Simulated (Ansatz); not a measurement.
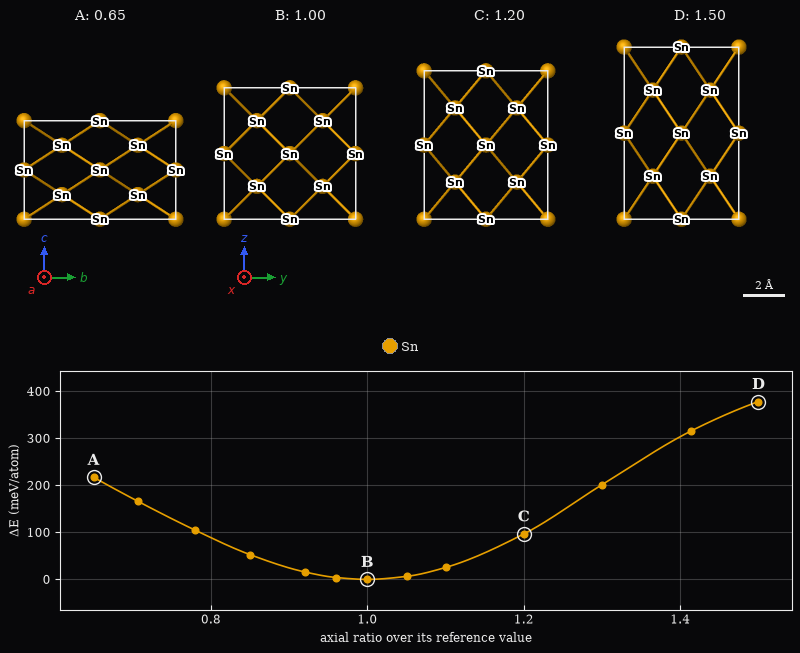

A crystal of Sn (Fd-3m): the ratio of the cell's length along z to its lengths across, counted as 1 for the reference, is changed at fixed volume (a tetragonal or Bain path), with the atoms kept at their fractional coordinates. x, y and z are the Cartesian axes of the input. The lettered frames are marked on the plot. The picture is a ball-and-stick view of the conventional cell (4 times the calculation's cell), seen along the a axis. Lengths and directions refer to the drawn axes.

All numbers below come from Ansatz, DFT r2SCAN, scalar-relativistic, plane waves, PAW. Set-up: plane-wave cutoff 500 eV; k-point mesh 10 × 10 × 10; occupations gaussian; smearing width 0.15 eV; no spin polarisation. Energies (free energies at the smearing named) are counted from the cell as listed in its source, which wasn't relaxed.

### What does the scan show?

The lowest computed point lies at the relative ratio 1.00 (0 meV/atom). The unrelaxed reference is under a pressure of 1.6 GPa. The distortion takes the space group from Fd-3m to I4_1/amd. At the relative ratio 1.50 the cell of the drawing goes a 6.491 → 5.671 Å, b 6.491 → 5.671 Å, c 6.491 → 8.506 Å.
